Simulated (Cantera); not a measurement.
Input: 1 mol Pb, a varied amount of CO, 79 mol H₂, equilibrated at 700 K and 13.3 mbar.

Cantera equilibrium calculation (NASA polynomials, part measured and part estimated; ideal gas, pure solids and liquids). Candidate condensed phases: C, C₆H₆, C₇H₈, C₈H₁₈, H₂O, Pb, PbO, PbO₂, Pb₃O₄; 113 gas species. Rates play no part.

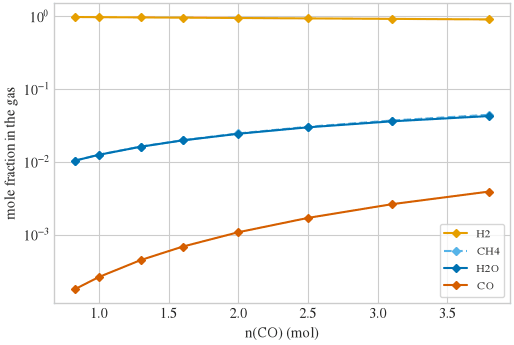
Figure: Equilibrium gas composition (values under 1e-9 drawn at 1e-9)

Question: Read off the mole fractions at 2 mol CO.

Answer: H₂ about 0.95, CH₄ about 0.025, H₂O about 0.024, CO about 0.0011.
